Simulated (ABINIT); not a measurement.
# A GW chain in ABINIT: BAs (F-43m), part 2 of 3

Aim: the G0W0 gap of BAs (F-43m) on PBE, step by step.

ABINIT 10.8.3; PBE and many-body steps on it, plane waves. Known limits of the many-body steps: not at the basis limit; no spin-orbit coupling; coarse k mesh.

So far. Step 2 (Ground state): The gap is indirect, with the least direct gap 2.08 eV higher.

## (3) Bands along the symmetry lines

Level of this step: DFT, PBE, plane waves, norm-conserving pseudopotentials (ABINIT).

Levels along a band path, at the cheap level, show where the edges lie and whether the meshes to come will hold them.

File run.abi:

```
acell 3*1.0 Angstrom
rprim 
  -0.000000000000 2.388500000000 2.388500000000
  2.388500000000 -0.000000000000 2.388500000000
  2.388500000000 2.388500000000 -0.000000000000
ntypat 2
znucl 5 33
natom 2
typat 1 2
xred 
  0.000000000000 0.000000000000 0.000000000000
  0.250000000000 0.250000000000 0.250000000000
pp_dirpath "pseudos"
pseudos "B.upf, As.upf"
ecut 44
iscf -2
irdden 1
kptopt 0
nkpt 50
kpt 
  0.00000000 0.00000000 0.00000000
  -0.06250000 -0.06250000 0.00000000
  -0.12500000 -0.12500000 0.00000000
  -0.18750000 -0.18750000 0.00000000
  -0.25000000 -0.25000000 0.00000000
  -0.31250000 -0.31250000 0.00000000
  -0.37500000 -0.37500000 0.00000000
  -0.43750000 -0.43750000 0.00000000
  -0.50000000 -0.50000000 0.00000000
  -0.48437500 -0.48437500 0.03125000
  -0.46875000 -0.46875000 0.06250000
  -0.45312500 -0.45312500 0.09375000
  -0.43750000 -0.43750000 0.12500000
  -0.42187500 -0.42187500 0.15625000
  -0.40625000 -0.40625000 0.18750000
  -0.39062500 -0.39062500 0.21875000
  -0.37500000 -0.37500000 0.25000000
  -0.37500000 0.00000000 0.37500000
  -0.32812500 0.00000000 0.32812500
  -0.28125000 0.00000000 0.28125000
  -0.23437500 0.00000000 0.23437500
  -0.18750000 0.00000000 0.18750000
  -0.14062500 0.00000000 0.14062500
  -0.09375000 0.00000000 0.09375000
  -0.04687500 0.00000000 0.04687500
  0.00000000 0.00000000 0.00000000
  0.00000000 0.00000000 0.06250000
  0.00000000 0.00000000 0.12500000
  0.00000000 0.00000000 0.18750000
  0.00000000 0.00000000 0.25000000
  0.00000000 0.00000000 0.31250000
  0.00000000 0.00000000 0.37500000
  0.00000000 0.00000000 0.43750000
  -0.00000000 -0.00000000 0.50000000
  -0.06250000 -0.03125000 0.46875000
  -0.12500000 -0.06250000 0.43750000
  -0.18750000 -0.09375000 0.40625000
  -0.25000000 -0.12500000 0.37500000
  -0.31250000 -0.15625000 0.34375000
  -0.37500000 -0.18750000 0.31250000
  -0.43750000 -0.21875000 0.28125000
  -0.50000000 -0.25000000 0.25000000
  -0.50000000 -0.28125000 0.21875000
  -0.50000000 -0.31250000 0.18750000
  -0.50000000 -0.34375000 0.15625000
  -0.50000000 -0.37500000 0.12500000
  -0.50000000 -0.40625000 0.09375000
  -0.50000000 -0.43750000 0.06250000
  -0.50000000 -0.46875000 0.03125000
  -0.50000000 -0.50000000 0.00000000
istwfk *1
nband 20
nbdbuf 2
tolwfr 1e-08
nstep 40
prtwf 0
prtvol 0
indata_prefix "in"
outdata_prefix "out"
tmpdata_prefix "tmp"
```

Started as:

```bash
OMP_NUM_THREADS=1 mpirun -n 8 abinit run.abi > log
```

Numbers of over 12 decimals in the logs are rounded to 6 here.

The program printed:

```text
.Version 10.8.3 of ABINIT. v10.8.2 released Aug 2026.

 Symmetries : space group F-4 3 m (#216); Bravais cF (face-center cubic)
[... echo of the input left out ...]
== DATASET  1 ==================================================================
-   mpi_nproc: 8, omp_nthreads: 1 (-1 if OMP is not activated)

--- !DatasetInfo
iteration_state: {dtset: 1, }
dimensions: {natom: 2, nkpt: 50, mband: 20, nsppol: 1, nspinor: 1, nspden: 1, mpw: 2637, }
cutoff_energies: {ecut:  44.0, pawecutdg:  -1.0, }
electrons: {nelect:   2.60000000E+01, charge:   0.00000000E+00, occopt:   1.00000000E+00, tsmear:   1.00000000E-02, }

 Real(R)+Recip(G) space primitive vectors, cartesian coordinates (Bohr,Bohr^-1):
 R(1)=  0.0000000  4.5136109  4.5136109  G(1)= -0.1107761  0.1107761  0.1107761
 R(2)=  4.5136109  0.0000000  4.5136109  G(2)=  0.1107761 -0.1107761  0.1107761
 R(3)=  4.5136109  4.5136109  0.0000000  G(3)=  0.1107761  0.1107761 -0.1107761
 Unit cell volume ucvol=  1.8390873E+02 bohr^3
 Angles (23,13,12)=  6.00000000E+01  6.00000000E+01  6.00000000E+01 degrees

 getcut: wavevector=  0.0000  0.0000  0.0000  ngfft=  40  40  40
         ecut(hartree)=     44.000   => boxcut(ratio)=   2.09860

--- Pseudopotential description ------------------------------------------------
- B Generated using ONCVPSP code by D. R. Hamann
-  5.00000   3.00000  171031                  znucl, zion, pspdat
12 -101130 1 -1 1534                          pspcod,pspxc,lmax,lloc,mmax
     nproj     2     2     0
  pspatm : epsatm=    3.38844616
         --- l  ekb(1:nproj) -->
             0    8.382104    1.234201
             1   -3.719492   -0.867526
 pspatm: atomic psp has been read  and splines computed

- As Generated using ONCVPSP code by D. R. Hamann
- 33.00000  23.00000  171031                  znucl, zion, pspdat
12 -101130 2 -1 1358                          pspcod,pspxc,lmax,lloc,mmax
     nproj     2     2     2
  pspatm : epsatm=   24.77333152
         --- l  ekb(1:nproj) -->
             0    4.034276   -2.353825
[...]
pspatm: atomic psp has been read  and splines computed

--------------------------------------------------------------------------------

================================================================================
 prteigrs : about to open file out_EIG
 Non-SCF case, kpt    1 (  0.00000  0.00000  0.00000), residuals and eigenvalues=
  2.91E-09  2.27E-09  2.60E-09  5.24E-09  3.85E-09  5.15E-09  6.73E-09  4.34E-09
  4.72E-09  6.67E-09  9.35E-09  1.34E-09  5.03E-09  6.15E-09  1.57E-09  7.14E-09
  7.81E-09  8.07E-09  3.07E-05  4.56E-04
 -6.5247E+00 -4.4426E+00 -4.4426E+00 -4.4426E+00 -1.0247E+00 -1.0247E+00
 -1.0247E+00 -1.0240E+00 -1.0240E+00 -2.7205E-01  2.9395E-01  2.9395E-01
  2.9395E-01  4.1483E-01  4.1483E-01  4.1483E-01  4.6596E-01  6.4661E-01
  7.7817E-01  7.7837E-01
 Non-SCF case, kpt    2 ( -0.06250 -0.06250  0.00000), residuals and eigenvalues=
[...]
7.2574E-01  7.8221E-01
 Non-SCF case, kpt    3 ( -0.12500 -0.12500  0.00000), residuals and eigenvalues=
[...]
9.82E-09  5.89E-09  1.24E-08  6.59E-05
[...]
6.9492E-01  7.9229E-01
[...]
Non-SCF case, kpt   49 ( -0.50000 -0.46875  0.03125), residuals and eigenvalues=
[...]
9.1874E-01  9.4146E-01
 Non-SCF case, kpt   50 ( -0.50000 -0.50000  0.00000), residuals and eigenvalues=
[...]
-1.0239E+00 -1.0239E+00 -1.0235E+00 -1.1853E-01 -1.8916E-02  1.4425E-01
  1.4425E-01  3.4735E-01  3.4754E-01  7.1279E-01  7.1279E-01  7.6721E-01
  9.2947E-01  9.5735E-01

--- !ResultsGS
iteration_state: {dtset: 1, }
comment   : Summary of ground state results
lattice_vectors:
- [ -0.0000000,   4.5136109,   4.5136109, ]
- [  4.5136109,  -0.0000000,   4.5136109, ]
- [  4.5136109,   4.5136109,  -0.0000000, ]
lattice_lengths: [   6.38321,    6.38321,    6.38321, ]
lattice_angles: [ 60.000,  60.000,  60.000, ] # degrees, (23, 13, 12)
lattice_volume:   1.8390873E+02
convergence: {deltae:  0.000E+00, res2:  0.000E+00, residm:  9.990E-09, diffor:  0.000E+00, }
etotal    :  -3.08192795E+02
entropy   :   0.00000000E+00
fermie    :   2.93949411E-01
cartesian_stress_tensor: null
pressure_GPa: null
xred      :
- [  0.0000E+00,   0.0000E+00,   0.0000E+00,  B]
- [  2.5000E-01,   2.5000E-01,   2.5000E-01, As]
cartesian_forces: null
force_length_stats: {min: null, max: null, mean: null, }

 Integrated electronic density in atomic spheres:
 ------------------------------------------------
 Atom  Sphere_radius  Integrated_density
[...]
================================================================================

 ----iterations are completed or convergence reached----

 Mean square residual over all n,k,spin=   48.803E-10; max=  99.902E-10
 reduced coordinates (array xred) for    2 atoms
       0.000000000000      0.000000000000      0.000000000000
       0.250000000000      0.250000000000      0.250000000000

 cartesian coordinates (angstrom) at end:
[...]
length scales=  1.889726125908  1.889726125908  1.889726125908 bohr
              =  1.000000000000  1.000000000000  1.000000000000 angstroms
 prteigrs : about to open file out_EIG
 Eigenvalues (hartree) for nkpt=  50  k points:
 kpt#   1, nband= 20, wtk=  1.00000, kpt=  0.0000  0.0000  0.0000 (reduced coord)
[...]
kpt#   2, nband= 20, wtk=  1.00000, kpt= -0.0625 -0.0625  0.0000 (reduced coord)
[...]
kpt#   3, nband= 20, wtk=  1.00000, kpt= -0.1250 -0.1250  0.0000 (reduced coord)
[...]
kpt#  49, nband= 20, wtk=  1.00000, kpt= -0.5000 -0.4687  0.0313 (reduced coord)
[...]
0.71038    0.76503    0.91874    0.94146
 kpt#  50, nband= 20, wtk=  1.00000, kpt= -0.5000 -0.5000  0.0000 (reduced coord)
  -6.52474   -4.44253   -4.44252   -4.44252   -1.02478   -1.02409   -1.02389   -1.02389
  -1.02352   -0.11853   -0.01892    0.14425    0.14425    0.34735    0.34754    0.71279
   0.71279    0.76721    0.92947    0.95735

== END DATASET(S) ==============================================================
================================================================================

 -outvars: echo values of variables after computation  --------
            nband          20
             nkpt          50
          spgroup         216
 [... the other variables as echoed above ...]

 Calculation completed.
```

Run time: 7.9 s. Hardware: 8 MPI ranks of Arm Neoverse V1, shared host; peak memory 0.5 GiB; 63 s of CPU time.

Numbers from this step:

- gap: 1.208 eV
- k of the valence top: 0, 0, 0
- k of the conduction bottom: -0.375, -0.375, 0
- least direct gap: 3.289 eV

The gap is 1.208 eV, as in the run before at this level.

The electronic bands at the labelled points (eV, zero at the top of the highest filled band):

```csv
point,band 10,band 11,band 12,band 13,band 14,band 15,band 16,band 17
Γ,-15.40,0.00,0.00,0.00,3.29,3.29,3.29,4.68
X,-11.22,-8.51,-4.07,-4.07,1.45,1.46,11.40,11.40
U,-11.27,-8.13,-5.94,-3.48,2.06,5.56,9.24,9.78
jump to K,-11.27,-8.13,-5.94,-3.48,2.06,5.56,9.24,9.78
Γ,-15.40,0.00,0.00,0.00,3.29,3.29,3.29,4.68
L,-12.53,-8.77,-1.82,-1.82,2.70,4.81,4.81,8.90
W,-11.07,-8.05,-5.48,-5.19,5.28,5.95,6.84,7.06
X,-11.22,-8.51,-4.07,-4.07,1.45,1.46,11.40,11.40
```

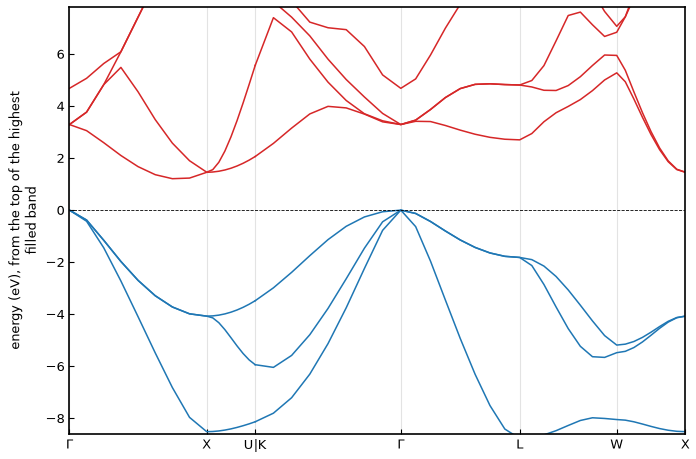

Electronic bands along the path; lines of filled and empty bands in two colours.

## (4) Empty states on the mesh, 4×4×4 mesh, 110 bands

The sums over transitions need many empty states on a uniform mesh; this step solves for them.

File run.abi:

```
acell 3*1.0 Angstrom
rprim 
  -0.000000000000 2.388500000000 2.388500000000
  2.388500000000 -0.000000000000 2.388500000000
  2.388500000000 2.388500000000 -0.000000000000
ntypat 2
znucl 5 33
natom 2
typat 1 2
xred 
  0.000000000000 0.000000000000 0.000000000000
  0.250000000000 0.250000000000 0.250000000000
pp_dirpath "pseudos"
pseudos "B.upf, As.upf"
ecut 44
ngkpt 4 4 4
nshiftk 1
shiftk 0 0 0
kptopt 1
chksymbreak 0
irdden 1
istwfk *1
nband 110
prtvol 0
optdriver 6
gwr_task "HDIAGO"
paral_kgb 0
occopt 1
indata_prefix "in"
outdata_prefix "out"
tmpdata_prefix "tmp"
```

The program printed:

```text
[banner, memory and clock lines left out]
.Version 10.8.3 of ABINIT. v10.8.2 released Aug 2026.

 Symmetries : space group F-4 3 m (#216); Bravais cF (face-center cubic)
[... echo of the input left out ...]
== DATASET  1 ==================================================================
-   mpi_nproc: 8, omp_nthreads: 1 (-1 if OMP is not activated)

--- !DatasetInfo
iteration_state: {dtset: 1, }
dimensions: {natom: 2, nkpt: 8, mband: 110, nsppol: 1, nspinor: 1, nspden: 1, mpw: 2637, }
cutoff_energies: {ecut:  44.0, pawecutdg:  -1.0, }
electrons: {nelect:   2.60000000E+01, charge:   0.00000000E+00, occopt:   1.00000000E+00, tsmear:   1.00000000E-02, }

.Using double precision arithmetic; gwpc =  8

- Reading GS density from: in_DEN

--- Pseudopotential description ------------------------------------------------
- B Generated using ONCVPSP code by D. R. Hamann
-  5.00000   3.00000  171031                  znucl, zion, pspdat
12 -101130 1 -1 1534                          pspcod,pspxc,lmax,lloc,mmax
     nproj     2     2     0
  pspatm : epsatm=    3.38844616
         --- l  ekb(1:nproj) -->
             0    8.382104    1.234201
             1   -3.719492   -0.867526
 pspatm: atomic psp has been read  and splines computed

- As Generated using ONCVPSP code by D. R. Hamann
- 33.00000  23.00000  171031                  znucl, zion, pspdat
12 -101130 2 -1 1358                          pspcod,pspxc,lmax,lloc,mmax
     nproj     2     2     2
  pspatm : epsatm=   24.77333152
         --- l  ekb(1:nproj) -->
             0    4.034276   -2.353825
             1   -6.723548   -2.113112
             2  -10.105298   -4.355719
 pspatm: atomic psp has been read  and splines computed

   7.32206220E+02                                ecore*ucvol(ha*bohr**3)

 Total charge density [el/Bohr^3]
)     Maximum=    7.0999E+00  at reduced coord.    0.2000    0.3000    0.3000
)     Minimum=    4.5090E-03  at reduced coord.    0.7500    0.7500    0.7500
   Integrated=    2.6000E+01

 === KS gaps after direct diagonalization ===
 Indirect band gap semiconductor
 Fundamental gap:     1.453 (eV)
   VBM:     7.999 (eV) at k: [ 0.0000E+00,  0.0000E+00,  0.0000E+00]
   CBM:     9.452 (eV) at k: [ 5.0000E-01,  5.0000E-01,  0.0000E+00]
 Direct gap:         3.289 (eV) at k: [ 0.0000E+00,  0.0000E+00,  0.0000E+00]

== END DATASET(S) ==============================================================

 -outvars: echo values of variables after computation  --------
           etotal      0.0000000000E+00
            nband         110
             nkpt           8
          spgroup         216
 [... the other variables as echoed above ...]

 Calculation completed.
```

Run time: 17 s. Hardware: 8 MPI ranks; peak memory 3.3 GiB.

This step gave:

```
gap                                                           : 1.453 eV
k of the valence top                                          : 0, 0, 0
k of the conduction bottom                                    : 0.5, 0.5, 0
least direct gap                                              : 3.289 eV
k points computed                                             : 8
lowest point of the top converged band, above the valence top : 112.2428 eV
```

On this mesh the gap is 1.453 eV. The earlier step found 1.208 eV, so this mesh misses an edge.

## (5) Screening, 4×4×4 mesh, 102 bands, screening to 190.5 eV

The RPA dielectric matrix is built and inverted for each q.

This step: RPA screening on PBE, plane waves, norm-conserving pseudopotentials.

Changes to run.abi since step 4:

```diff
@@ -20,10 +20,11 @@
 chksymbreak 0
-irdden 1
 istwfk *1
-nband 110
-prtvol 0
-optdriver 6
-gwr_task "HDIAGO"
-paral_kgb 0
 occopt 1
+irdwfk 1
+optdriver 3
+nband 102
+ecuteps 7
+inclvkb 2
+awtr 1
+symchi 1
 indata_prefix "in"
```

The program printed:

```text
.Version 10.8.3 of ABINIT. v10.8.2 released Aug 2026.

 Symmetries : space group F-4 3 m (#216); Bravais cF (face-center cubic)
[... echo of the input left out ...]
== DATASET  1 ==================================================================
-   mpi_nproc: 8, omp_nthreads: 1 (-1 if OMP is not activated)

--- !DatasetInfo
iteration_state: {dtset: 1, }
dimensions: {natom: 2, nkpt: 8, mband: 102, nsppol: 1, nspinor: 1, nspden: 1, mpw: 2637, }
cutoff_energies: {ecut:  44.0, pawecutdg:  -1.0, }
electrons: {nelect:   2.60000000E+01, charge:   0.00000000E+00, occopt:   1.00000000E+00, tsmear:   1.00000000E-02, }

 SCREENING: Calculation of the susceptibility and dielectric matrices

 Based on a program developped by R.W. Godby, V. Olevano, G. Onida, and L. Reining.
 Incorporated in ABINIT by V. Olevano, G.-M. Rignanese, and M. Torrent.
.Using double precision arithmetic ; gwpc =  8

[... cell and pseudopotentials left out ...]
--------------------------------------------------------------------------------

 ==== K-mesh for the wavefunctions ====
 Number of points in the irreducible wedge :     8
[... list of points left out ...]
 Together with 24 symmetry operations and time-reversal symmetry
 yields    64 points in the full Brillouin Zone.

 ==== Q-mesh for the screening function ====
 Number of points in the irreducible wedge :     8
[... list of points left out ...]
 Together with 24 symmetry operations and time-reversal symmetry
 yields    64 points in the full Brillouin Zone.

 setmesh: FFT mesh size selected  =    27x   27x   27
          total number of points  =        19683

 vcoul_init : cutoff-mode = AUXILIARY_FUNCTION
 q-points for optical limit:   1
     1)      0.000010    0.000020    0.000030

- screening: taking advantage of time-reversal symmetry
- Maximum band index for partially occupied states nbvw = 13
- Remaining bands to be divided among processors   nbcw = 89
- Number of bands treated by each node ~11

 Number of electrons calculated from density =   26.0000; Expected =   26.0000
 average of density, n =  0.141374
 r_s =    1.1908
 omega_plasma =   36.2695 [eV]

 calculating chi0 at frequencies [eV] :
  1    0.000000E+00    0.000000E+00
  2    0.000000E+00    3.626946E+01

--------------------------------------------------------------------------------
  q-point number  1        q = ( 0.000000, 0.000000, 0.000000) [r.l.u.]
--------------------------------------------------------------------------------
[... chi0 elements left out ...]
 For q-point:  0.000010 0.000020 0.000030
  dielectric constant =  13.9924
  dielectric constant without local fields =  15.2988

  Average fulfillment of the sum rule on Im[epsilon] for q-point    1 :     48.24  [%]
[... wings left out ...]
  q-point number  2        q = ( 0.250000, 0.000000, 0.000000) [r.l.u.]
--------------------------------------------------------------------------------
[... chi0 elements left out ...]
  Average fulfillment of the sum rule on Im[epsilon] for q-point    2 :     55.68  [%]

 [... 6 further q-points ...]
```

It took 13 s on 8 MPI ranks; peak memory 1.1 GiB; 1.7 min of CPU time.

Numbers from this step:

| Quantity | Value |
| --- | --- |
| ε∞ with local fields, on this mesh, along the program's q direction | 13.99 |
| the same without local fields | 15.30 |
| plasma frequency | 36.27 eV |
| plane waves in the screening matrix | 169 |

Local fields lower ε∞ by 9 %. On a Γ-centred mesh this coarse the value itself is usually too large, while a short band sum pulls it down.

[end of part 2 of 3]

[Paths, hosts, dates, memory and timing lines, banners, echoed tables and standing remarks are left out of the program output.]

[Logs are printed without paths, hosts, clocks, repeated set-up lines and the standing remarks that a program may print on its own settings, such as how far it seeks lower states.]

[Runs of the session that timed out or met a known fault of the program may be left out.]

[Hosts, paths, dates, database ids (printed as entryN), source tags and the programs' standing remarks are cut or masked in the printed files.]

[G0W0 gaps are taken among the corrected bands and points alone; a level outside them can change the order at an edge.]

[Where Ansatz stands beside ABINIT at settings called matched, ABINIT's density can come from a denser mesh and the files from another edition; pairs whose starting gaps differed by over 0.03 eV were left out, so agreement reads better than it is.]
